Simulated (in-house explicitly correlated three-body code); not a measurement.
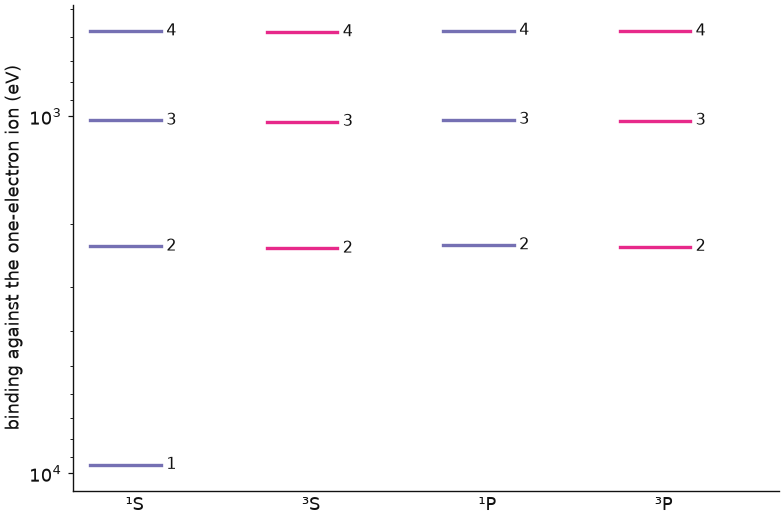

Two electrons around a point charge Z = 27 (Co²⁵⁺). Computed variationally in 260 exponentially correlated functions with an in-house code, non-relativistic, converged to about 10⁻⁸ of the energy. The plot shows the bound S and P states that converged, by term and principal number n, on a logarithmic scale of binding.

**Describe the level scheme.**

The ground state is bound by 9464 eV. The n = 2 states drawn run, from the deepest, 2 ³S (2343 eV), 2 ³P (2316 eV), 2 ¹S (2312 eV), 2 ¹P (2293 eV). Exchange puts 2 ³S below 2 ¹S by 30.4 eV and 2 ³P below 2 ¹P by 22.8 eV. Quantum defects n − (Z − 1)/√(2 E(binding)): 2 ³S 0.019, 2 ³P 0.007, 2 ¹S 0.006, 2 ¹P −0.003.
